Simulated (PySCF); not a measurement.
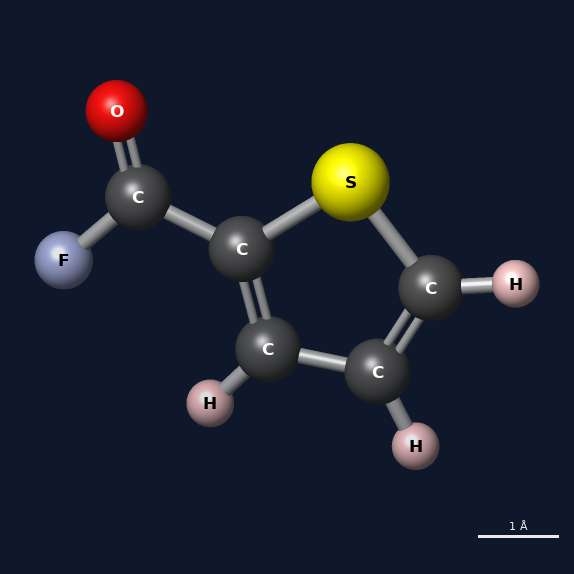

Rendered structure (ball-and-stick style).

Computed geometry: PBE0-D3(BJ)/def2-SVP optimisation. No frequency run is at hand to confirm it as a minimum.

Describe the molecule.

The molecule is C5H3FOS. As SMILES it reads `O=C(F)c1cccs1`. Independent rings (smallest set): 1 of 5 members, 1 of them aromatic. Among its groups: C–F bond. The point group is Cs. All atoms lie on one plane. Coordination: 5 C trigonal planar; 1 S bent.

The parts below concern this one geometry. Atoms keep their numbers from picture to picture.

## Geometry

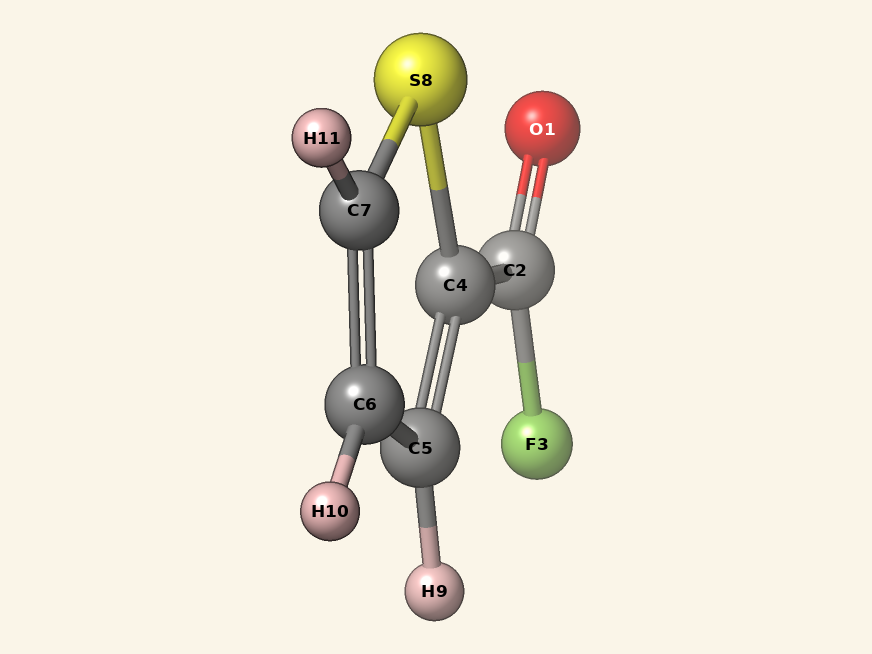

C2 lies behind C4. The molecule seen a little off the C4–C2 bond, C4 in front. Distant atoms are faded towards the background colour. No frequency run is at hand to confirm it as a minimum.

**What is the torsion angle S8–C4–C2–F3? The sign is positive where the front bond must turn clockwise to cover the back bond.**

179°, antiperiplanar (anti).

## Levels of theory compared

No frequency run is at hand to confirm it as a minimum. Program: PySCF 2.14.0.

At this fixed geometry, give dipole (D), HOMO–LUMO gap (eV) at these levels: B3LYP/pcSseg-1; CAM-B3LYP/pcSseg-1; KT2/pcSseg-1; KT3/pcSseg-1; LC-wPBE/pcSseg-1; PBE/pcSseg-1.

| level | dipole (D) | HOMO–LUMO gap (eV) |
| --- | --- | --- |
| B3LYP/pcSseg-1 | 4.22 | 5.23 |
| CAM-B3LYP/pcSseg-1 | 4.21 | 7.91 |
| KT2/pcSseg-1 | 4.11 | 3.83 |
| KT3/pcSseg-1 | 4.05 | 3.83 |
| LC-wPBE/pcSseg-1 | 4.12 | 10.22 |
| PBE/pcSseg-1 | 4.03 | 3.81 |

## NMR shielding

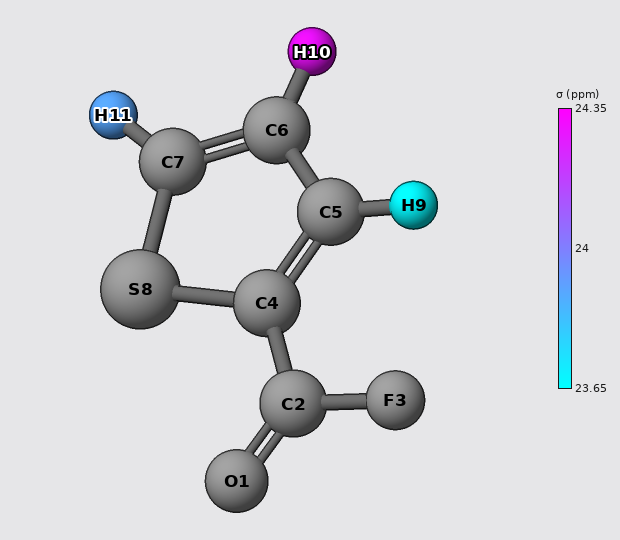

Atoms are coloured by their isotropic NMR shieldings (H only, the others grey). No frequency run is at hand to confirm it as a minimum. Method: GIAO B3LYP/pcSseg-1 NMR shielding, non-relativistic, gas phase (PySCF 2.14.0).

Give the isotropic NMR shieldings of the H atoms atom by atom.

```csv
atom,σ (ppm)
H9,23.67
H10,24.30
H11,23.89
```

## Ring current

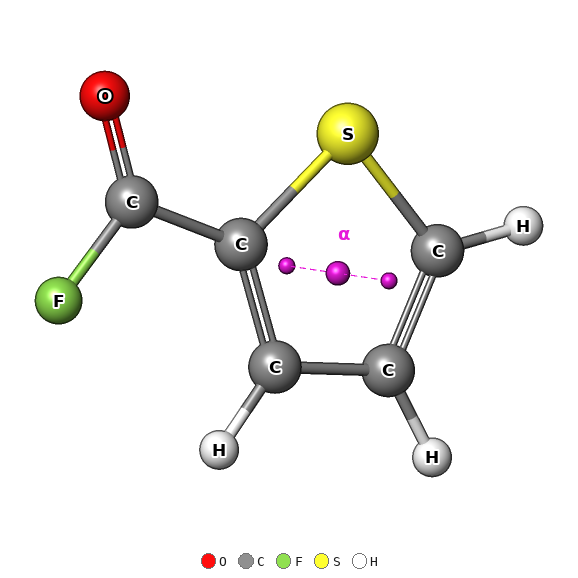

The small points mark where nucleus-independent chemical shifts (NICS) were computed: at the centre of each lettered ring and 1 Å above and below it. No frequency run is at hand to confirm it as a minimum. Level of theory: GIAO KT2/pcSseg-1 NMR shielding, non-relativistic, gas phase (PySCF 2.14.0).

Give NICS(0), NICS(1) and the out-of-plane component NICS(1)zz for each ring (means of the two sides).

```tsv
ring	members	NICS(0)	NICS(1)	NICS(1)zz
α	C4S	−12.9	−11.3	−26.0
```

Values in ppm.

**What do the values say about the ring currents?**

Ring α: diatropic, as in an aromatic ring. NICS is one index among several.
